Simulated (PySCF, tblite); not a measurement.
# C₂₈H₁₂O₂: electronic excitations, NMR shifts, part 2 of 2

tblite 0.8.0 and PySCF 2.14.0. Atoms count from 0. The steps go on from the part before.

## 5. NMR shifts: GIAO KT3/pcSseg-1

The job: settings as JSON, then the geometry in Å.

```
{"job": {"kind": "nmr", "xc": "KT3", "basis": "pcSseg-1", "pop": false}, "charge": 0, "multiplicity": 1}
O     -3.399185     4.198982     0.551530
C     -3.150699     3.010480     0.402501
C     -4.181868     1.994496     0.285678
C     -3.890642     0.689986     0.121150
C     -2.548152     0.188606     0.047048
C     -2.261125    -1.199086    -0.128112
C     -3.273681    -2.173854    -0.239705
C     -2.981945    -3.503077    -0.407406
C     -1.656523    -3.920913    -0.471743
C     -0.629464    -3.003895    -0.367252
C      0.753656    -3.503411    -0.442702
O      1.003737    -4.688884    -0.592416
C      1.816260    -2.491056    -0.326890
C      3.132408    -2.922450    -0.393773
C      4.169579    -2.011640    -0.290453
C      3.891300    -0.672671    -0.120545
C      2.576125    -0.196307    -0.048110
C      2.274191     1.209140     0.130175
C      3.268308     2.183653     0.241753
C      2.961573     3.523055     0.411833
C      1.647913     3.933183     0.475968
C      0.617717     2.994790     0.368527
C     -0.738490     3.394790     0.430806
C     -1.765163     2.501078     0.327936
C     -1.495653     1.106948     0.151824
C     -0.139756     0.675768     0.086134
C      0.921839     1.620535     0.194348
C      0.151506    -0.687208    -0.086240
C      1.514575    -1.124500    -0.153544
C     -0.905975    -1.626495    -0.193400
H     -5.204303     2.337823     0.337600
H     -4.709410    -0.008330     0.041854
H     -4.309496    -1.880010    -0.193736
H     -3.779308    -4.226258    -0.489470
H     -1.402089    -4.961914    -0.603518
H      3.317353    -3.977857    -0.527577
H      5.194127    -2.347595    -0.343056
H      4.718882     0.013528    -0.043097
H      4.308432     1.905310     0.196962
H      3.759720     4.245450     0.493807
H      1.397730     4.975065     0.608143
H     -0.978176     4.440663     0.563791
```

With the program's defaults for keys left out, this is: GIAO KT3/pcSseg-1 NMR shielding, non-relativistic, gas phase.

Standard output:

```text
start: PBE on a coarse grid of 37466 points
cycle   1  E = -1222.4972625046  dE =  5.858e+00  |g| = 1.318e+00  |ddm| = 1.173e+01
cycle   2  E = -1216.4370668377  dE =  6.060e+00  |g| = 4.127e+00  |ddm| = 1.214e+01
cycle   3  E = -1222.0949193909  dE = -5.658e+00  |g| = 1.554e+00  |ddm| = 1.175e+01
cycle   4  E = -1222.8224506003  dE = -7.275e-01  |g| = 4.533e-01  |ddm| = 3.005e+00
cycle   5  E = -1222.7381063299  dE =  8.434e-02  |g| = 6.320e-01  |ddm| = 1.789e+00
cycle   6  E = -1222.8590811681  dE = -1.210e-01  |g| = 2.206e-01  |ddm| = 1.337e+00
cycle   7  E = -1222.8711869971  dE = -1.211e-02  |g| = 1.034e-01  |ddm| = 4.730e-01
cycle   8  E = -1222.8738680016  dE = -2.681e-03  |g| = 4.525e-02  |ddm| = 2.259e-01
cycle   9  E = -1222.8743323064  dE = -4.643e-04  |g| = 2.170e-02  |ddm| = 1.049e-01
cycle  10  E = -1222.8744553107  dE = -1.230e-04  |g| = 7.609e-03  |ddm| = 4.258e-02
final grid: 352297 points
cycle  11  E = -1244.5161879967  dE = -6.058e-02  |g| = 2.113e-01  |ddm| = 3.046e+00
cycle  12  E = -1244.4124604464  dE =  1.037e-01  |g| = 7.051e-01  |ddm| = 1.737e+00
cycle  13  E = -1244.5236138951  dE = -1.112e-01  |g| = 6.260e-02  |ddm| = 1.480e+00
cycle  14  E = -1244.5244318560  dE = -8.180e-04  |g| = 4.141e-02  |ddm| = 1.751e-01
cycle  15  E = -1244.5248908125  dE = -4.590e-04  |g| = 1.224e-02  |ddm| = 8.710e-02
cycle  16  E = -1244.5249230195  dE = -3.221e-05  |g| = 7.530e-03  |ddm| = 3.218e-02
cycle  17  E = -1244.5249391530  dE = -1.613e-05  |g| = 1.931e-03  |ddm| = 1.426e-02
cycle  18  E = -1244.5249415379  dE = -2.385e-06  |g| = 7.861e-04  |ddm| = 4.533e-03
cycle  19  E = -1244.5249396084  dE =  1.929e-06  |g| = 2.394e-04  |ddm| = 2.105e-03
cycle  20  E = -1244.5249403154  dE = -7.070e-07  |g| = 8.947e-05  |ddm| = 1.292e-03
converged SCF energy = -1244.5249403154

GIAO shielding tensors (ppm)
atom      isotropic    diamagn.    paramagn.     s11        s22        s33       span
  0 O     -232.052     402.383    -634.435   -781.355   -279.536    364.736   1146.091
  1 C       13.350     240.742    -227.392    -60.707     -2.114    102.871    163.578
  2 C       60.597     258.577    -197.980    -19.355     63.324    137.823    157.178
  3 C       57.093     238.787    -181.694    -47.365     60.146    158.497    205.862
  4 C       67.755     246.489    -178.734      2.307     24.117    176.842    174.536
  5 C       64.699     248.484    -183.785     -4.886     11.758    187.226    192.112
  6 C       63.517     235.437    -171.920    -32.999     48.663    174.887    207.886
  7 C       62.737     256.081    -193.344    -35.213     51.123    172.299    207.512
  8 C       60.551     235.048    -174.497    -33.702     33.214    182.141    215.843
  9 C       62.450     259.605    -197.155    -16.835     37.319    166.867    183.703
 10 C       13.489     249.192    -235.703    -61.700      5.154     97.013    158.713
 11 O     -188.449     400.178    -588.627   -690.352   -274.153    399.157   1089.509
 12 C       61.626     258.266    -196.640    -15.368     35.322    164.925    180.293
 13 C       60.205     234.810    -174.606    -34.882     34.553    180.944    215.826
 14 C       62.447     255.814    -193.367    -35.061     51.447    170.956    206.018
 15 C       63.747     234.628    -170.881    -31.546     49.739    173.047    204.593
 16 C       63.159     249.002    -185.843    -10.689     22.298    177.868    188.556
 17 C       62.604     248.264    -185.660    -12.220     20.540    179.493    191.713
 18 C       66.161     235.304    -169.143    -25.662     49.706    174.439    200.101
 19 C       63.222     255.279    -192.058    -34.942     51.972    172.635    207.577
 20 C       58.224     244.028    -185.804    -32.405     48.107    158.969    191.374
 21 C       61.192     256.148    -194.956     -9.239      6.652    186.164    195.403
 22 C       53.825     250.292    -196.467    -28.148     28.293    161.328    189.477
 23 C       63.543     258.759    -195.216    -15.998     42.100    164.526    180.524
 24 C       66.212     241.407    -175.195     -0.513     18.580    180.568    181.081
 25 C       69.921     242.844    -172.923      3.783     13.280    192.699    188.916
 26 C       68.401     243.228    -174.828      2.747     10.896    191.559    188.812
 27 C       69.690     242.649    -172.959      3.010     20.272    185.788    182.778
 28 C       63.891     241.942    -178.051      0.193     13.972    177.508    177.315
 29 C       67.285     241.845    -174.560      4.817     12.502    184.534    179.716
 30 H       24.826      26.952      -2.126     21.372     24.778     28.327      6.954
 31 H       22.969      37.228     -14.259     16.483     23.135     29.289     12.806
 32 H       22.673      37.463     -14.790     15.253     23.786     28.980     13.727
 33 H       23.430      27.341      -3.911     18.107     25.327     26.856      8.749
 34 H       22.303      34.658     -12.355     15.492     24.329     27.088     11.596
 35 H       22.434      34.327     -11.892     15.951     24.274     27.078     11.127
 36 H       23.546      27.320      -3.775     18.379     25.426     26.833      8.453
 37 H       22.550      38.394     -15.844     14.818     23.880     28.952     14.133
 38 H       22.448      38.486     -16.039     14.232     24.223     28.888     14.656
 39 H       23.401      27.240      -3.838     17.777     25.618     26.809      9.031
 40 H       23.149      33.462     -10.313     17.145     24.518     27.782     10.637
 41 H       22.306      36.641     -14.336     14.786     24.462     27.669     12.883
```

It took 38 s on 2 threads of Arm Neoverse V2, shared host; peak memory 1.4 GiB.

Shifts follow as δ = σ(reference) − σ, with reference shieldings (ppm) from runs at the same level and on the same kind of geometry: 1H TMS 31.76, 13C TMS 184.7, 17O H2O 330.8. The references are single molecules in the gas phase, so shifts against H2O, NH3, PH3, H3PO4 or CFCl3 are not on the usual liquid scales and can be off by tens of ppm.

```
atoms                  environment  σ (ppm)  δ (ppm)
   C1         ring carbonyl carbon     13.4    171.3
  C10         ring carbonyl carbon     13.5    171.2
  C22                  aromatic CH     53.8    130.9
   C3                  aromatic CH     57.1    127.6
  C20                  aromatic CH     58.2    126.5
  C13                  aromatic CH     60.2    124.5
   C8                  aromatic CH     60.6    124.1
   C2                  aromatic CH     60.6    124.1
  C21  ring-fusion aromatic carbon     61.2    123.5
  C12  ring-fusion aromatic carbon     61.6    123.1
  C14                  aromatic CH     62.4    122.2
   C9  ring-fusion aromatic carbon     62.5    122.2
  C17  ring-fusion aromatic carbon     62.6    122.1
   C7                  aromatic CH     62.7    122.0
  C16  ring-fusion aromatic carbon     63.2    121.5
  C19                  aromatic CH     63.2    121.5
   C6                  aromatic CH     63.5    121.2
  C23  ring-fusion aromatic carbon     63.5    121.1
  C15                  aromatic CH     63.7    120.9
  C28  ring-fusion aromatic carbon     63.9    120.8
   C5  ring-fusion aromatic carbon     64.7    120.0
  C18                  aromatic CH     66.2    118.5
  C24  ring-fusion aromatic carbon     66.2    118.5
  C29  ring-fusion aromatic carbon     67.3    117.4
   C4  ring-fusion aromatic carbon     67.8    116.9
  C26  ring-fusion aromatic carbon     68.4    116.3
  C27  ring-fusion aromatic carbon     69.7    115.0
  C25  ring-fusion aromatic carbon     69.9    114.8
  H34   hydrogen on an aromatic CH    22.30     9.45
  H41   hydrogen on an aromatic CH    22.31     9.45
  H35   hydrogen on an aromatic CH    22.43     9.32
  H38   hydrogen on an aromatic CH    22.45     9.31
  H37   hydrogen on an aromatic CH    22.55     9.21
  H32   hydrogen on an aromatic CH    22.67     9.08
  H31   hydrogen on an aromatic CH    22.97     8.79
  H40   hydrogen on an aromatic CH    23.15     8.61
  H39   hydrogen on an aromatic CH    23.40     8.35
  H33   hydrogen on an aromatic CH    23.43     8.33
  H36   hydrogen on an aromatic CH    23.55     8.21
  H30   hydrogen on an aromatic CH    24.83     6.93
```

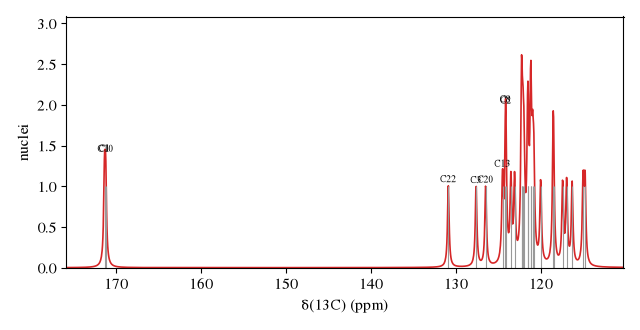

13C lines at the computed shifts, without couplings. Lines are broadened to a width of 0.23 ppm (Lorentzian).

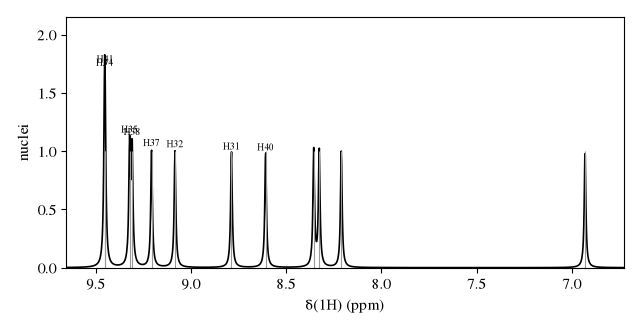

1H lines at the computed shifts, without couplings. Lines are broadened to a width of 0.01 ppm (Lorentzian).

Ring of atoms C1, C2, C3, C4, C23, C24: NICS(0) 6.1, NICS(1) 0.1, NICS(1)zz 6.1 ppm (means of both faces). The environment labels follow the drawn formula, which counts this ring as aromatic; its NICS shows no such ring current.

Ring of atoms C4, C5, C24, C25, C27, C29: NICS(0) -6.8, NICS(1) -9.8, NICS(1)zz -21.6 ppm (means of both faces).

Ring of atoms C5, C6, C7, C8, C9, C29: NICS(0) -8.1, NICS(1) -10.9, NICS(1)zz -25.8 ppm (means of both faces).

## 6. Summary of results

The summary covers parts 1 to 2.

| quantity | value |
| --- | --- |
| strongest single infrared mode (GFN2-xTB) | 1657 cm⁻¹, 797 km/mol |
| zero-point energy (GFN2-xTB) | 188.8 kcal/mol |
| lowest singlet (PBE0/def2-SVP) | 2.61 eV (474 nm), f = 0.387 |
| lowest triplet | 1.42 eV |
| 13C shifts against TMS (KT3/pcSseg-1) | 171.3, 171.2, 130.9, 127.6, 126.5, 124.5, 124.1, 124.1, 123.5, 123.1, 122.2, 122.2, 122.1, 122.0 ppm and more |
| 1H shifts against TMS (KT3/pcSseg-1) | 9.45, 9.45, 9.32, 9.31, 9.21, 9.08, 8.79, 8.61, 8.35, 8.33, 8.21, 6.93 ppm |
| 17O shifts against H2O (KT3/pcSseg-1) | 562.8, 519.2 ppm |

All 120 modes are real, so the xTB geometry is a minimum. The strongest single mode, at 1657 cm⁻¹, moves mainly C1 and O0. GFN2-xTB is a fitted tight-binding method: band positions and strengths are rough. Its intensities can rank the bands wrongly. The lowest singlet, at 2.61 eV, is HOMO→LUMO 0.91 and is bright. State 1 absorbs in the visible (474 nm). The lowest triplet lies 1.19 eV below the lowest singlet. At KT3/pcSseg-1: The widest tensor belongs to O0: span 1146 ppm, with a paramagnetic part of -634 ppm. NICS(1)zz of -22 ppm above the planar ring from C4 marks a diatropic (aromatic) ring current. NICS(1)zz of -26 ppm above the planar ring from C5 marks a diatropic (aromatic) ring current.
